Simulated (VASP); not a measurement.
# CH14O8: molecular dynamics (part 1 of 6)

System: CH14O8 (disordered cell, 23 atoms in the cell).
Method: Kohn-Sham DFT of a periodic cell, PBE with D3(BJ), VASP PAW PBE potentials, recommended, no spin polarisation (VASP 6.6.1).

It belongs to a series of runs on one base structure; here: dynamics from the last frame of the run before.

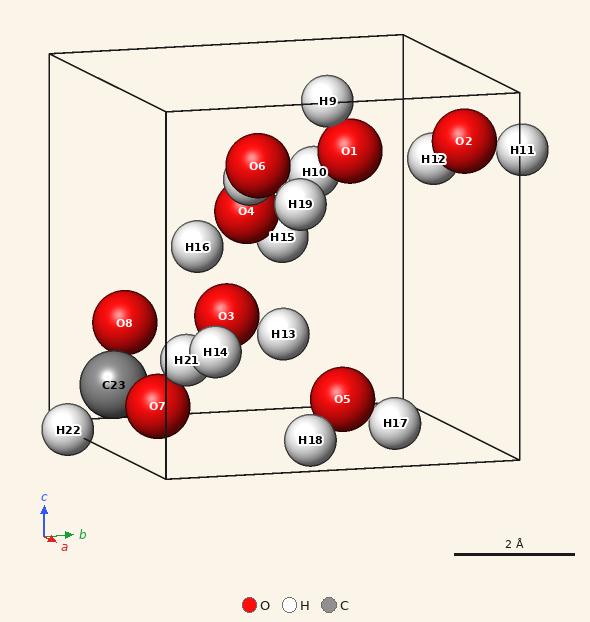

Figure 1. The starting structure (spheres-only view of the cell of the calculation, seen slightly off an axis; atoms are numbered from 1 in the order of the input).

INCAR
```
PREC = Accurate
ENCUT = 520
EDIFF = 1E-5
ISMEAR = -1
SIGMA = 0.02
LREAL = Auto
LASPH = True
NELM = 100
ALGO = Fast
ISIF = 2
LWAVE = False
LCHARG = False
GGA = PE
IVDW = 12
IBRION = 0
NSW = 40
POTIM = 0.5
TEBEG = 300.0
TEEND = 300.0
ISYM = 0
NELMIN = 4
RANDOM_SEED = 503698 0 0
MDALGO = 2
SMASS = 0
```

KPOINTS
```
regular mesh
0
Gamma
  1 1 1
```

POSCAR
```
H14CO8
1.0
    6.2402510000      0.0000000000      0.0000000000
    0.0000000000      6.2402510000      0.0000000000
    0.0000000000      0.0000000000      6.2402510000
O H C
8 14 1
Direct
    0.5020267300      0.6843637100      0.7788409100
   -0.0897146800      0.8732562400      0.8606593900
    0.7638951600      0.2499224600      0.3943064500
    0.1642770600      0.5041126700      0.5707875700
    0.7892798100      0.5687845600      0.1545443200
    0.8807290500      0.2996121100      0.8191106300
    0.4900501000      0.1451238400      0.1102207200
    0.1901655000      0.1507689000      0.2904490600
    0.4837328600      0.6262698100      0.9148731800
    0.3809592600      0.6218424500      0.7056212100
   -0.0835610700      1.0347723500      0.8297632300
   -0.2319475500      0.8324284600      0.7926967800
    0.7787812100      0.4046655200      0.3391607200
    0.8805917600      0.1791172700      0.3183397500
    0.1029934700      0.6245564700      0.4861688300
    0.1578499100      0.3659559500      0.4813209300
    0.8166943300      0.7075460200      0.0861260400
    0.8372255300      0.4619775800      0.0561387400
    0.9666158300      0.3909490600      0.7222705100
    0.7415196000      0.3208613800      0.7586785300
    0.5795519600      0.1961297900      0.2475343000
    0.2346189000     -0.0253818300      0.0157085200
    0.2968842800      0.0845528900      0.1417969000
```

Launch command:
```bash
cat potpaw_PBE.64/O/POTCAR potpaw_PBE.64/H/POTCAR potpaw_PBE.64/C/POTCAR > POTCAR
mpirun -np 1 vasp_gam > vasp.out
```

OSZICAR
```
N       E                     dE             d eps       ncg     rms          rms(c)
DAV:   1     0.585207000925E+03    0.58521E+03   -0.36804E+04    90   0.136E+03
DAV:   2    -0.724628111329E+02   -0.65767E+03   -0.63552E+03   119   0.333E+02
DAV:   3    -0.127385838750E+03   -0.54923E+02   -0.54524E+02   103   0.106E+02
DAV:   4    -0.128306784839E+03   -0.92095E+00   -0.91879E+00   108   0.151E+01
DAV:   5    -0.128324507000E+03   -0.17722E-01   -0.17701E-01   116   0.200E+00    0.208E+01
RMM:   6    -0.117551767815E+03    0.10773E+02   -0.33922E+01    90   0.248E+01    0.784E+00
RMM:   7    -0.117440764578E+03    0.11100E+00   -0.48923E+00    90   0.869E+00    0.504E+00
RMM:   8    -0.117318675790E+03    0.12209E+00   -0.61169E-01    90   0.402E+00    0.920E-01
RMM:   9    -0.117319934035E+03   -0.12582E-02   -0.14442E-01    92   0.158E+00    0.437E-01
RMM:  10    -0.117322343916E+03   -0.24099E-02   -0.59623E-02    90   0.965E-01    0.279E-01
RMM:  11    -0.117322069489E+03    0.27443E-03   -0.95229E-03    90   0.430E-01    0.633E-02
RMM:  12    -0.117322386270E+03   -0.31678E-03   -0.29912E-03    92   0.229E-01    0.568E-02
RMM:  13    -0.117322379244E+03    0.70256E-05   -0.90917E-04    90   0.115E-01    0.182E-02
RMM:  14    -0.117322390273E+03   -0.11029E-04   -0.21246E-04    83   0.445E-02    0.981E-03
RMM:  15    -0.117322390982E+03   -0.70958E-06   -0.25757E-05    65   0.195E-02
      1 T=   302. E= -.11729967E+03 F= -.11815926E+03 E0= -.11815926E+03  EK= 0.85959E+00 SP= 0.00E+00 SK= 0.00E+00
       N       E                     dE             d eps       ncg     rms          rms(c)
DAV:   1    -0.117338682291E+03   -0.16292E-01   -0.14109E+00   108   0.658E+00    0.349E-01
RMM:   2    -0.117342167202E+03   -0.34849E-02   -0.42594E-02    90   0.107E+00    0.238E-01
RMM:   3    -0.117342102744E+03    0.64458E-04   -0.42662E-03    90   0.347E-01    0.115E-01
RMM:   4    -0.117342189632E+03   -0.86888E-04   -0.12405E-03    90   0.172E-01    0.387E-02
RMM:   5    -0.117342195381E+03   -0.57485E-05   -0.20632E-04    89   0.690E-02    0.121E-02
RMM:   6    -0.117342200101E+03   -0.47205E-05   -0.57450E-05    77   0.300E-02
      2 T=   307. E= -.11730637E+03 F= -.11817901E+03 E0= -.11817901E+03  EK= 0.87244E+00 SP= 0.20E-03 SK= 0.39E-05
       N       E                     dE             d eps       ncg     rms          rms(c)
DAV:   1    -0.117358918161E+03   -0.16723E-01   -0.41212E-02   108   0.226E+00    0.125E-01
RMM:   2    -0.117360433651E+03   -0.15155E-02   -0.17485E-02    90   0.685E-01    0.829E-02
RMM:   3    -0.117360480716E+03   -0.47065E-04   -0.12526E-03    90   0.190E-01    0.608E-02
RMM:   4    -0.117360464564E+03    0.16152E-04   -0.31223E-04    88   0.838E-02    0.236E-02
RMM:   5    -0.117360468376E+03   -0.38119E-05   -0.62112E-05    79   0.341E-02
      3 T=   313. E= -.11730683E+03 F= -.11819725E+03 E0= -.11819725E+03  EK= 0.88933E+00 SP= 0.10E-02 SK= 0.39E-04
       N       E                     dE             d eps       ncg     rms          rms(c)
DAV:   1    -0.117369827714E+03   -0.93632E-02   -0.74852E-03   119   0.188E+00    0.310E-02
RMM:   2    -0.117370205827E+03   -0.37811E-03   -0.39242E-03    90   0.338E-01    0.269E-02
RMM:   3    -0.117370226062E+03   -0.20235E-04   -0.27507E-04    88   0.907E-02    0.232E-02
RMM:   4    -0.117370224371E+03    0.16911E-05   -0.75746E-05    82   0.396E-02
      4 T=   315. E= -.11730721E+03 F= -.11820700E+03 E0= -.11820700E+03  EK= 0.89671E+00 SP= 0.29E-02 SK= 0.15E-03
       N       E                     dE             d eps       ncg     rms          rms(c)
DAV:   1    -0.117364907951E+03    0.53181E-02   -0.55803E-03   135   0.177E+00    0.561E-02
RMM:   2    -0.117365192463E+03   -0.28451E-03   -0.34756E-03    90   0.316E-01    0.307E-02
RMM:   3    -0.117365214814E+03   -0.22350E-04   -0.28423E-04    88   0.882E-02    0.198E-02
RMM:   4    -0.117365218241E+03   -0.34276E-05   -0.53767E-05    76   0.346E-02
      5 T=   312. E= -.11730713E+03 F= -.11820200E+03 E0= -.11820200E+03  EK= 0.88850E+00 SP= 0.60E-02 SK= 0.33E-03
       N       E                     dE             d eps       ncg     rms          rms(c)
DAV:   1    -0.117344856245E+03    0.20359E-01   -0.44319E-03   132   0.173E+00    0.455E-02
RMM:   2    -0.117345223302E+03   -0.36706E-03   -0.40241E-03    90   0.320E-01    0.193E-02
RMM:   3    -0.117345255721E+03   -0.32419E-04   -0.34044E-04    89   0.911E-02    0.158E-02
RMM:   4    -0.117345259891E+03   -0.41701E-05   -0.72453E-05    79   0.358E-02
      6 T=   304. E= -.11730652E+03 F= -.11818204E+03 E0= -.11818204E+03  EK= 0.86488E+00 SP= 0.10E-01 SK= 0.48E-03
       N       E                     dE             d eps       ncg     rms          rms(c)
DAV:   1    -0.117317956663E+03    0.27299E-01   -0.77736E-03   119   0.167E+00    0.456E-02
RMM:   2    -0.117318289617E+03   -0.33295E-03   -0.36520E-03    90   0.325E-01    0.235E-02
RMM:   3    -0.117318313118E+03   -0.23501E-04   -0.26163E-04    88   0.892E-02    0.187E-02
RMM:   4    -0.117318314565E+03   -0.14469E-05   -0.48111E-05    76   0.337E-02
      7 T=   293. E= -.11730561E+03 F= -.11815508E+03 E0= -.11815508E+03  EK= 0.83428E+00 SP= 0.15E-01 SK= 0.50E-03
       N       E                     dE             d eps       ncg     rms          rms(c)
DAV:   1    -0.117296746154E+03    0.21567E-01   -0.36842E-03   132   0.163E+00    0.473E-02
RMM:   2    -0.117297100541E+03   -0.35439E-03   -0.39103E-03    90   0.318E-01    0.184E-02
RMM:   3    -0.117297136761E+03   -0.36220E-04   -0.37591E-04    89   0.916E-02    0.154E-02
RMM:   4    -0.117297143249E+03   -0.64877E-05   -0.87523E-05    81   0.365E-02
      8 T=   285. E= -.11730487E+03 F= -.11813386E+03 E0= -.11813386E+03  EK= 0.80972E+00 SP= 0.19E-01 SK= 0.36E-03
       N       E                     dE             d eps       ncg     rms          rms(c)
DAV:   1    -0.117291906500E+03    0.52303E-02   -0.80208E-03   119   0.162E+00    0.394E-02
RMM:   2    -0.117292284387E+03   -0.37789E-03   -0.39589E-03    90   0.322E-01    0.249E-02
RMM:   3    -0.117292313596E+03   -0.29209E-04   -0.30461E-04    87   0.907E-02    0.221E-02
RMM:   4    -0.117292314954E+03   -0.13581E-05   -0.58724E-05    80   0.357E-02
      9 T=   282. E= -.11730473E+03 F= -.11812897E+03 E0= -.11812897E+03  EK= 0.80182E+00 SP= 0.22E-01 SK= 0.18E-03
       N       E                     dE             d eps       ncg     rms          rms(c)
DAV:   1    -0.117305592866E+03   -0.13279E-01   -0.26121E-03   124   0.161E+00    0.473E-02
RMM:   2    -0.117305839288E+03   -0.24642E-03   -0.28052E-03    90   0.288E-01    0.137E-02
RMM:   3    -0.117305862407E+03   -0.23118E-04   -0.22861E-04    87   0.799E-02    0.112E-02
RMM:   4    -0.117305865676E+03   -0.32698E-05   -0.42896E-05    73   0.307E-02
     10 T=   286. E= -.11730528E+03 F= -.11814242E+03 E0= -.11814242E+03  EK= 0.81260E+00 SP= 0.24E-01 SK= 0.69E-04
       N       E                     dE             d eps       ncg     rms          rms(c)
DAV:   1    -0.117329461116E+03   -0.23599E-01   -0.26424E-03   124   0.167E+00    0.290E-02
RMM:   2    -0.117329742772E+03   -0.28166E-03   -0.29267E-03    90   0.284E-01    0.212E-02
RMM:   3    -0.117329761899E+03   -0.19127E-04   -0.21997E-04    88   0.786E-02    0.192E-02
RMM:   4    -0.117329761970E+03   -0.71302E-07   -0.43232E-05    73   0.304E-02
     11 T=   293. E= -.11730620E+03 F= -.11816619E+03 E0= -.11816619E+03  EK= 0.83409E+00 SP= 0.26E-01 SK= 0.29E-04
       N       E                     dE             d eps       ncg     rms          rms(c)
DAV:   1    -0.117350535456E+03   -0.20774E-01   -0.26013E-03   127   0.169E+00    0.435E-02
RMM:   2    -0.117350790357E+03   -0.25490E-03   -0.28649E-03    90   0.287E-01    0.179E-02
RMM:   3    -0.117350809361E+03   -0.19004E-04   -0.20945E-04    87   0.783E-02    0.138E-02
RMM:   4    -0.117350811502E+03   -0.21408E-05   -0.40403E-05    73   0.308E-02
     12 T=   300. E= -.11730692E+03 F= -.11818710E+03 E0= -.11818710E+03  EK= 0.85320E+00 SP= 0.27E-01 SK= 0.27E-04
       N       E                     dE             d eps       ncg     rms          rms(c)
DAV:   1    -0.117358719454E+03   -0.79101E-02   -0.45289E-03   127   0.178E+00    0.334E-02
RMM:   2    -0.117359079917E+03   -0.36046E-03   -0.37419E-03    90   0.326E-01    0.293E-02
RMM:   3    -0.117359095565E+03   -0.15649E-04   -0.23915E-04    88   0.872E-02    0.267E-02
RMM:   4    -0.117359089073E+03    0.64925E-05   -0.44858E-05    79   0.336E-02
     13 T=   302. E= -.11730704E+03 F= -.11819524E+03 E0= -.11819524E+03  EK= 0.85998E+00 SP= 0.28E-01 SK= 0.45E-04
       N       E                     dE             d eps       ncg     rms          rms(c)
DAV:   1    -0.117353087636E+03    0.60079E-02   -0.35208E-03   111   0.175E+00    0.532E-02
RMM:   2    -0.117353397929E+03   -0.31029E-03   -0.36182E-03    90   0.320E-01    0.268E-02
RMM:   3    -0.117353415564E+03   -0.17635E-04   -0.23801E-04    87   0.861E-02    0.205E-02
RMM:   4    -0.117353415091E+03    0.47308E-06   -0.49818E-05    75   0.349E-02
     14 T=   300. E= -.11730673E+03 F= -.11818944E+03 E0= -.11818944E+03  EK= 0.85294E+00 SP= 0.30E-01 SK= 0.67E-04
       N       E                     dE             d eps       ncg     rms          rms(c)
DAV:   1    -0.117338332538E+03    0.15083E-01   -0.30068E-03   135   0.173E+00    0.407E-02
RMM:   2    -0.117338732824E+03   -0.40029E-03   -0.43203E-03    90   0.342E-01    0.305E-02
RMM:   3    -0.117338749199E+03   -0.16375E-04   -0.26617E-04    88   0.912E-02    0.275E-02
RMM:   4    -0.117338741599E+03    0.76001E-05   -0.43999E-05    76   0.333E-02
     15 T=   294. E= -.11730651E+03 F= -.11817466E+03 E0= -.11817466E+03  EK= 0.83670E+00 SP= 0.31E-01 SK= 0.67E-04
       N       E                     dE             d eps       ncg     rms          rms(c)
DAV:   1    -0.117318687103E+03    0.20062E-01   -0.27828E-03   122   0.165E+00    0.464E-02
RMM:   2    -0.117318960548E+03   -0.27344E-03   -0.31761E-03    90   0.300E-01    0.260E-02
RMM:   3    -0.117318977014E+03   -0.16466E-04   -0.21577E-04    88   0.818E-02    0.216E-02
RMM:   4    -0.117318974881E+03    0.21332E-05   -0.38760E-05    69   0.310E-02
     16 T=   287. E= -.11730648E+03 F= -.11815482E+03 E0= -.11815482E+03  EK= 0.81547E+00 SP= 0.33E-01 SK= 0.35E-04
       N       E                     dE             d eps       ncg     rms          rms(c)
DAV:   1    -0.117295384454E+03    0.23593E-01   -0.27445E-03   116   0.163E+00    0.597E-02
RMM:   2    -0.117295699169E+03   -0.31472E-03   -0.38515E-03    90   0.330E-01    0.197E-02
RMM:   3    -0.117295725221E+03   -0.26052E-04   -0.28700E-04    90   0.922E-02    0.176E-02
RMM:   4    -0.117295725742E+03   -0.52103E-06   -0.50079E-05    73   0.339E-02
     17 T=   278. E= -.11730617E+03 F= -.11813151E+03 E0= -.11813151E+03  EK= 0.79182E+00 SP= 0.34E-01 SK= 0.66E-06
       N       E                     dE             d eps       ncg     rms          rms(c)
DAV:   1    -0.117274455488E+03    0.21270E-01   -0.52303E-03   124   0.159E+00    0.493E-02
RMM:   2    -0.117274845747E+03   -0.39026E-03   -0.42886E-03    90   0.349E-01    0.301E-02
RMM:   3    -0.117274870681E+03   -0.24934E-04   -0.32831E-04    91   0.968E-02    0.241E-02
RMM:   4    -0.117274871377E+03   -0.69613E-06   -0.68863E-05    77   0.390E-02
     18 T=   272. E= -.11730527E+03 F= -.11811061E+03 E0= -.11811061E+03  EK= 0.77242E+00 SP= 0.33E-01 SK= 0.50E-04
       N       E                     dE             d eps       ncg     rms          rms(c)
DAV:   1    -0.117269956296E+03    0.49144E-02   -0.54386E-03   119   0.155E+00    0.563E-02
RMM:   2    -0.117270280882E+03   -0.32459E-03   -0.37970E-03    90   0.347E-01    0.247E-02
RMM:   3    -0.117270302855E+03   -0.21973E-04   -0.26556E-04    90   0.943E-02    0.179E-02
RMM:   4    -0.117270305320E+03   -0.24651E-05   -0.48982E-05    72   0.360E-02
     19 T=   271. E= -.11730425E+03 F= -.11810601E+03 E0= -.11810601E+03  EK= 0.77104E+00 SP= 0.30E-01 SK= 0.28E-03
       N       E                     dE             d eps       ncg     rms          rms(c)
DAV:   1    -0.117296034270E+03   -0.25731E-01   -0.34586E-03   124   0.162E+00    0.411E-02
RMM:   2    -0.117296374858E+03   -0.34059E-03   -0.36277E-03    90   0.330E-01    0.269E-02
RMM:   3    -0.117296391805E+03   -0.16947E-04   -0.24100E-04    90   0.887E-02    0.224E-02
RMM:   4    -0.117296390109E+03    0.16961E-05   -0.53117E-05    76   0.369E-02
     20 T=   282. E= -.11730407E+03 F= -.11813208E+03 E0= -.11813208E+03  EK= 0.80118E+00 SP= 0.26E-01 SK= 0.61E-03
       N       E                     dE             d eps       ncg     rms          rms(c)
DAV:   1    -0.117354220417E+03   -0.57829E-01   -0.22345E-03   143   0.172E+00    0.373E-02
RMM:   2    -0.117354457772E+03   -0.23735E-03   -0.26132E-03    90   0.291E-01    0.233E-02
RMM:   3    -0.117354472388E+03   -0.14616E-04   -0.17703E-04    89   0.781E-02    0.191E-02
RMM:   4    -0.117354472563E+03   -0.17461E-06   -0.35181E-05    67   0.310E-02
     21 T=   304. E= -.11730515E+03 F= -.11819016E+03 E0= -.11819016E+03  EK= 0.86336E+00 SP= 0.21E-01 SK= 0.72E-03
       N       E                     dE             d eps       ncg     rms          rms(c)
DAV:   1    -0.117427001945E+03   -0.72530E-01   -0.16448E-03   148   0.189E+00    0.377E-02
RMM:   2    -0.117427206596E+03   -0.20465E-03   -0.22539E-03    90   0.280E-01    0.156E-02
RMM:   3    -0.117427219664E+03   -0.13068E-04   -0.14449E-04    89   0.745E-02    0.123E-02
RMM:   4    -0.117427221261E+03   -0.15975E-05   -0.26843E-05    64   0.290E-02
     22 T=   330. E= -.11730697E+03 F= -.11826294E+03 E0= -.11826294E+03  EK= 0.93947E+00 SP= 0.16E-01 SK= 0.41E-03
       N       E                     dE             d eps       ncg     rms          rms(c)
DAV:   1    -0.117486998108E+03   -0.59778E-01   -0.22062E-03   151   0.198E+00    0.350E-02
RMM:   2    -0.117487244385E+03   -0.24628E-03   -0.26403E-03    90   0.301E-01    0.222E-02
RMM:   3    -0.117487257640E+03   -0.13254E-04   -0.15928E-04    89   0.764E-02    0.180E-02
RMM:   4    -0.117487258056E+03   -0.41628E-06   -0.30916E-05    71   0.302E-02
     23 T=   352. E= -.11730843E+03 F= -.11832303E+03 E0= -.11832303E+03  EK= 0.10011E+01 SP= 0.14E-01 SK= 0.22E-04
       N       E                     dE             d eps       ncg     rms          rms(c)
DAV:   1    -0.117512606672E+03   -0.25349E-01   -0.18988E-03   111   0.198E+00    0.444E-02
RMM:   2    -0.117512877623E+03   -0.27095E-03   -0.30362E-03    90   0.318E-01    0.200E-02
RMM:   3    -0.117512895370E+03   -0.17748E-04   -0.19583E-04    90   0.827E-02    0.154E-02
RMM:   4    -0.117512897364E+03   -0.19938E-05   -0.36679E-05    73   0.316E-02
     24 T=   360. E= -.11730875E+03 F= -.11834875E+03 E0= -.11834875E+03  EK= 0.10250E+01 SP= 0.15E-01 SK= 0.27E-03
       N       E                     dE             d eps       ncg     rms          rms(c)
```
